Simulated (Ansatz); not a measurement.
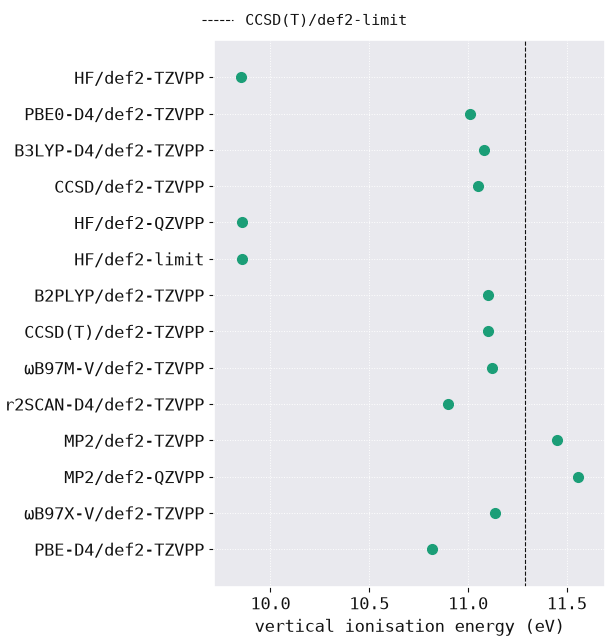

Vertical ionisation energy of CH₂ClN, SMILES N(=C\Cl)/[H], taken as the energy of the cation less that of the neutral at fixed geometry (unrestricted doublet cation, cores frozen in correlated methods, no spin-orbit coupling), the Ansatz code 0.2.0, at a PBE0-D4/def2-TZVP geometry (a minimum by its frequencies). Limit means an estimate of the basis limit from triple and quadruple zeta; for coupled cluster it is either extrapolated directly or built as the MP2 limit plus the step from MP2 in triple zeta. B2PLYP/def2-TZVPP holds a correlation term that converges slowly with the basis, so part of the distance to the limit is basis error. The distance of CCSD/def2-TZVPP, CCSD(T)/def2-TZVPP, MP2/def2-TZVPP and MP2/def2-QZVPP to the limit includes basis error.

Question: Which level comes closest to the line (CCSD(T)/def2-limit), and which misses most?

Answer: Closest ωB97X-V/def2-TZVPP (11.14 eV), against 11.29 eV; farthest HF/def2-TZVPP (9.85 eV).

Question: Give the values.

Answer:
```tsv
level	eV	less CCSD(T)/def2-limit
HF/def2-TZVPP	9.85	−1.44
PBE0-D4/def2-TZVPP	11.01	−0.28
B3LYP-D4/def2-TZVPP	11.08	−0.21
CCSD/def2-TZVPP	11.05	−0.24
HF/def2-QZVPP	9.86	−1.43
HF/def2-limit	9.86	−1.43
B2PLYP/def2-TZVPP	11.10	−0.19
CCSD(T)/def2-TZVPP	11.10	−0.19
ωB97M-V/def2-TZVPP	11.12	−0.17
r2SCAN-D4/def2-TZVPP	10.90	−0.39
MP2/def2-TZVPP	11.45	0.16
MP2/def2-QZVPP	11.56	0.27
ωB97X-V/def2-TZVPP	11.14	−0.15
PBE-D4/def2-TZVPP	10.82	−0.47
CCSD(T)/def2-limit	11.29	0.00
```
